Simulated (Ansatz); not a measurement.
System: CH₅ClGeO₂ (SMILES C[O][GeH]([OH])[Cl]).

```yaml
atoms:
  - { symbol: C, position_ang: [-1.0491, -1.2338, -0.3627] }
  - { symbol: O, position_ang: [0.2585, -0.7768, -0.0837] }
  - { symbol: Ge, position_ang: [0.5403, 0.8478, 0.5249] }
  - { symbol: O, position_ang: [2.2716, 1.0972, 0.4754] }
  - { symbol: Cl, position_ang: [-0.4646, 2.2087, -0.8072] }
  - { symbol: H, position_ang: [-1.6665, -1.2817, 0.5423] }
  - { symbol: H, position_ang: [-0.9637, -2.2417, -0.7726] }
  - { symbol: H, position_ang: [-1.5534, -0.5988, -1.0984] }
  - { symbol: H, position_ang: [0.0514, 1.0922, 1.9500] }
  - { symbol: H, position_ang: [2.6587, 0.8359, -0.3649] }
```

Geometry: PBE0-D4/def2-TZVP.

These are results of Ansatz, RKS PBE0-D4/def2-TZVPP, not measurements.

> What can the converged electron density and electron localisation function tell about the bonding?

C–O (1.41 Å): ρ is about 2 e/Å³ halfway, with its minimum of 1.7 e/Å³ about 0.5 Å from C; the ELF peaks at about 0.85 between the atoms; a polar covalent bond.
Ge–O (1.75 Å): ρ at the midpoint is about 1.1 e/Å³; the ELF peaks at about 0.85 in the valence shell of O, 0.6 Å from its nucleus, and is about 0.35 at the midpoint.
C–H (1.09 Å): ρ is about 2.1 e/Å³ halfway; the ELF climbs to about 1 towards the hydrogen, as it does in any bond to H (an ordinary covalent bond to hydrogen).

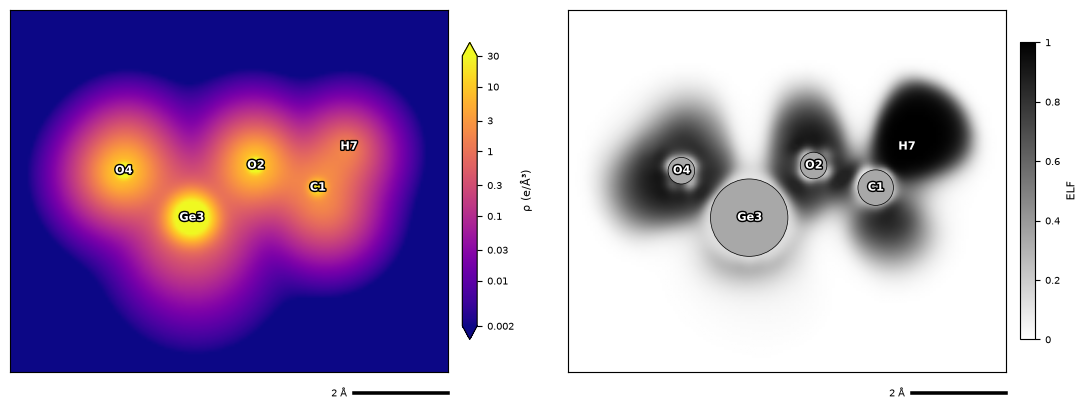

Computed electron density and electron localisation function on the plane of atoms O2, Ge3 and O4, in this order. Grey discs cover the atomic cores in the ELF map. 
